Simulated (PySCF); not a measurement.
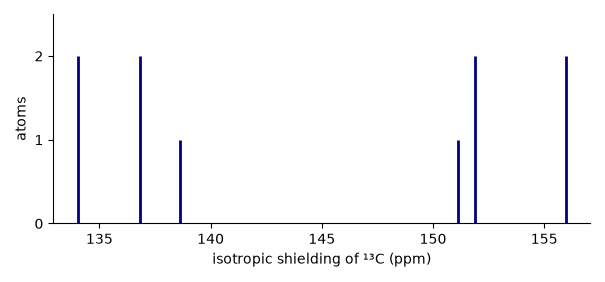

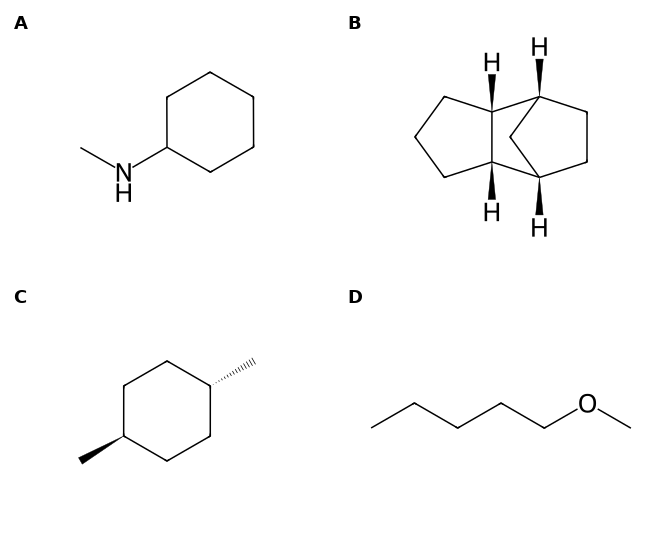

The sticks are computed shieldings of one of the molecules, for one fixed geometry (PBE0-D3(BJ)/def2-SVP) without averaging over rotations. Low shielding means a high chemical shift. Method: GIAO KT3/pcSseg-1 NMR shielding, non-relativistic, gas phase (PySCF 2.14.0).

**Which molecule gives this pattern?**

B, `C1C[C@@H]2[C@@H]3CC[C@@H](C3)[C@@H]2C1`. Its 10 C atoms give lines at 134.0 (2 atoms), 136.8 (2 atoms), 138.6, 151.1, 151.9 (2 atoms), 156.0 (2 atoms) ppm.
